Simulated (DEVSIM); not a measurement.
Device: abrupt Ge n-p junction, at 300 K.

| layer (left to right) | material | thickness (μm) | Nd (cm⁻³) | Na (cm⁻³) | τn (s) | τp (s) |
|---|---|---|---|---|---|---|
| 1 | Ge | 1.50 | 4.9e15 | - | 3.3e-5 | 3.3e-5 |
| 2 | Ge | 0.680 | - | 3.5e14 | 3.3e-5 | 3.3e-5 |

Left contact: ohmic. Right contact: ohmic. Voltage is applied to the left contact. Recombination: SRH at mid-gap. Mobility is μmin + (μ − μmin)/(1 + (N/Nref)^α).

Constants are typed, rounded textbook-type inputs, not results; the design itself was drawn at random and stands for no fabricated device. Values at 300 K.

| parameter | Ge |
|---|---|
| gap (eV) | 0.664 |
| affinity (eV) | 4 |
| permittivity | 16 |
| Nc (cm⁻³) | 1.04e19 |
| Nv (cm⁻³) | 6e18 |
| μn (cm²/Vs) | 3900 |
| μp (cm²/Vs) | 1900 |
| μn,min | 150 |
| μp,min | 100 |
| Nref,n | 2.6e17 |
| Nref,p | 4e17 |
| αn | 0.56 |
| αp | 0.6 |

Simulated with DEVSIM: 1D drift-diffusion, Boltzmann statistics, complete ionisation; no tunnelling, impact ionisation, image-force lowering or self-heating.

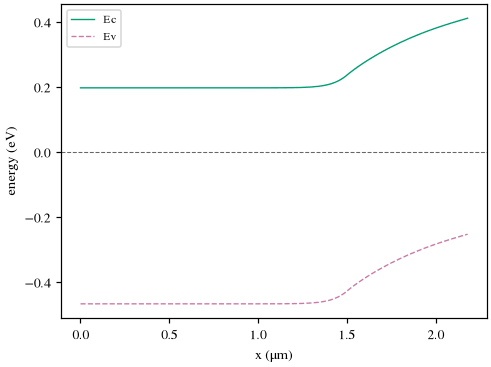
Fig. 1. Band edges at zero bias

Energies count from the Fermi level of the right contact; mesh points crowd at the junctions.

| x (μm) | Ec (eV) | Ev (eV) | n (cm⁻³) | p (cm⁻³) | field (V/cm) |
|---|---|---|---|---|---|
| 0.000 | 0.198 | -0.466 | 4.9e15 | 8.9e10 | ≈ 0 |
| 0.01833 | 0.198 | -0.466 | 4.9e15 | 8.9e10 | ≈ 0 |
| 0.04728 | 0.198 | -0.466 | 4.9e15 | 8.9e10 | ≈ 0 |
| 0.1005 | 0.198 | -0.466 | 4.9e15 | 8.9e10 | ≈ 0 |
| 0.2406 | 0.198 | -0.466 | 4.9e15 | 8.9e10 | ≈ 0 |
| 0.4186 | 0.198 | -0.466 | 4.9e15 | 8.9e10 | ≈ 0 |
| 0.7459 | 0.198 | -0.466 | 4.9e15 | 8.9e10 | ≈ 0 |
| 1.129 | 0.198 | -0.466 | 4.9e15 | 9.0e10 | 32 |
| 1.297 | 0.201 | -0.463 | 4.4e15 | 9.8e10 | 360 |
| 1.394 | 0.208 | -0.456 | 3.3e15 | 1.3e11 | 1400 |
| 1.449 | 0.219 | -0.445 | 2.2e15 | 2.0e11 | 2700 |
| 1.488 | 0.232 | -0.432 | 1.3e15 | 3.3e11 | 4000 |
| 1.503 | 0.238 | -0.426 | 1.0e15 | 4.2e11 | 4500 |
| 1.522 | 0.246 | -0.418 | 7.6e14 | 5.8e11 | 4200 |
| 1.572 | 0.266 | -0.398 | 3.5e14 | 1.2e12 | 3800 |
| 1.634 | 0.288 | -0.376 | 1.5e14 | 2.9e12 | 3300 |
| 1.745 | 0.322 | -0.342 | 4.0e13 | 1.1e13 | 2800 |
| 1.914 | 0.364 | -0.300 | 7.9e12 | 5.5e13 | 2200 |
| 2.058 | 0.392 | -0.272 | 2.7e12 | 1.6e14 | 1700 |
| 2.119 | 0.402 | -0.262 | 1.8e12 | 2.4e14 | 1600 |
| 2.155 | 0.408 | -0.256 | 1.5e12 | 3.0e14 | 1600 |
| 2.180 | 0.412 | -0.252 | 1.2e12 | 3.5e14 | 1600 |
